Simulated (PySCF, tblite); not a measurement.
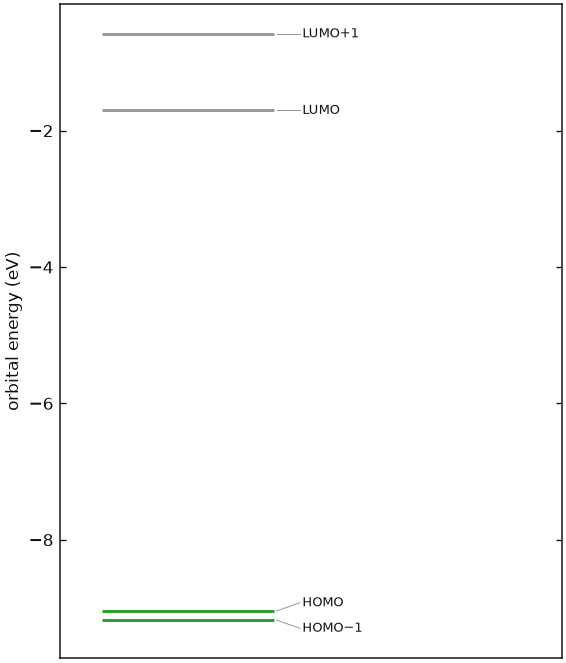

Kohn-Sham orbital energies near the frontier, CAM-B3LYP/def2-SVPD with PySCF 2.14.0, at a GFN2-xTB geometry (a minimum by its frequencies), isolated molecule; empty levels in grey, levels within 0.03 eV side by side.

**Which molecule has this level scheme?**
A. C₇H₈F₂, SMILES C[C@]1(F)C=CC(F)=CC1
B. C₅H₅NOSi, SMILES N[SiH2]C#CC#CC=O
C. C₅H₁₀BFSi, SMILES FBC[SiH]1CC=CC1
D. C₄H₇BF₂O₂, SMILES CCO[C@H](C=O)B(F)F

B. HOMO −9.04 eV, LUMO −1.70 eV, separation 7.34 eV.

Note: the tight-binding geometry is rougher than a DFT one and adds to the error; empty levels above zero depend strongly on the basis.
